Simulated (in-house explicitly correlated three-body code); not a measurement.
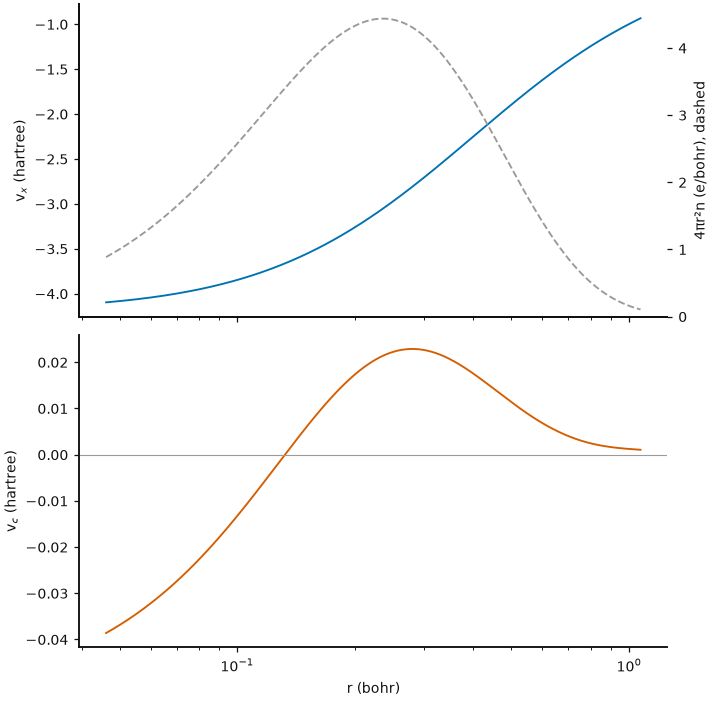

Two electrons around a point charge Z = 4.5. Computed variationally in 260 exponentially correlated functions with an in-house code, non-relativistic, converged to about 10⁻⁷ hartree. The plot shows the exact exchange and correlation potentials of the ground state, from inverting its density, with the radial density dashed.

> Describe the exact correlation potential.

The exchange potential, minus half the Hartree potential for two paired electrons, rises from −4.10 hartree at 0.046 bohr to −0.93 at 1.1 bohr, tending to −1/r far out. The correlation potential is −0.039 hartree at the inner end, crosses zero near 0.13 bohr and has a positive maximum of 0.023 hartree near 0.28 bohr; the density peaks at 0.23 bohr. The LDA correlation potential, by contrast, is negative everywhere. The Kohn-Sham level equals minus the binding of the second electron, −203.2 eV.
